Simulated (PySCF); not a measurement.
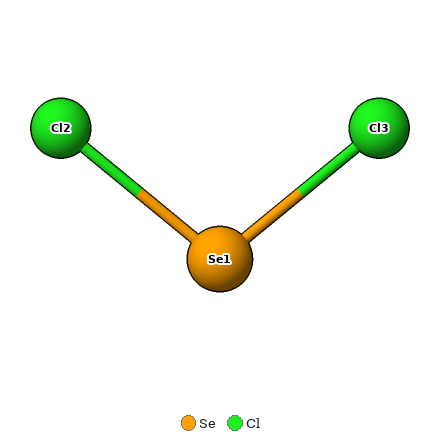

SeCl₂, SMILES Cl[Se]Cl. Vertical core-electron binding energies by ΔSCF (SCAN, pcX-2 on the ionised atom, pcseg-1 elsewhere, spin-free X2C; PySCF 2.14.0, at a PBE0-D3(BJ)/def2-SVP geometry (no frequency check)), gas phase, against the vacuum level. One atom of each kind was ionised; within a panel, areas follow the number of like atoms and 2j + 1 (2p levels are split by first-order spin-orbit coupling, an approximation), Gaussians of 0.6 eV full width. Only the regions named are shown.

Predict the Cl 2p photoelectron lines.

```
   level     atoms  binding energy (eV)
Cl 2p1/2  Cl2, Cl3                208.2
Cl 2p3/2  Cl2, Cl3                206.6
```

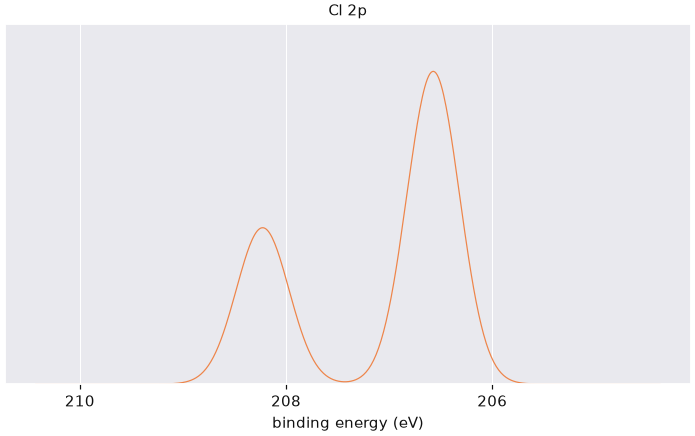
